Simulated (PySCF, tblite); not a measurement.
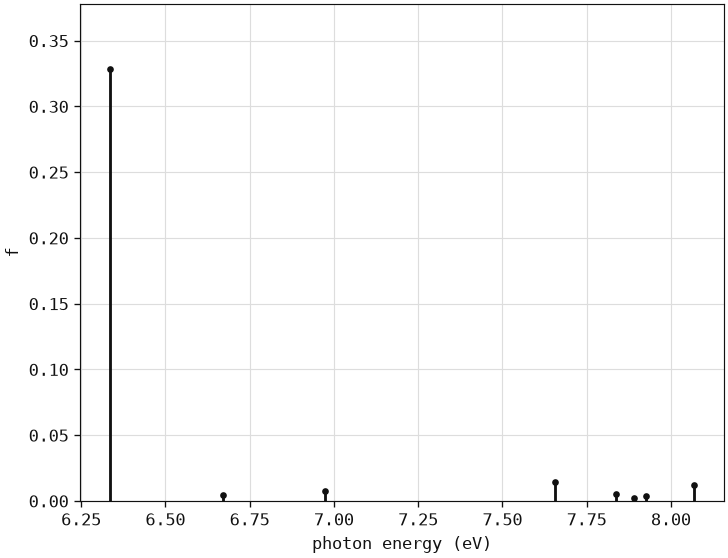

Computed absorption of C₅H₁₀F₂Si, SMILES C/C(CF)=C(/[SiH3])CF. Vertical TDDFT excitations, CAM-B3LYP/def2-SVPD in PySCF 2.14.0, at a GFN2-xTB geometry (a minimum by its frequencies), gas phase. The lowest 8 singlet states are shown.

### Where is the lowest singlet, and is it bright?

S1 lies at 6.33 eV (196 nm) with f = 0.329, mainly HOMO → LUMO (97 %); it is bright.

### List the transitions behind the spectrum.

```tsv
state	E (eV)	λ (nm)	f	main character
S1	6.33	196	0.329	HOMO → LUMO (97 %)
S2	6.67	186	0.004	HOMO−1 → LUMO (94 %)
S3	6.97	178	0.007	HOMO → LUMO+1 (89 %)
S4	7.66	162	0.015	HOMO → LUMO+2 (54 %)
S5	7.84	158	0.005	HOMO → LUMO+3 (59 %)
S6	7.89	157	0.002	HOMO → LUMO+4 (50 %)
S7	7.92	156	0.004	HOMO−3 → LUMO (54 %)
S8	8.07	154	0.012	HOMO−2 → LUMO (82 %)
```

Caveats: the tight-binding geometry is rougher than a DFT one and adds to the error; one conformer of a flexible molecule; core orbitals are frozen in the response.
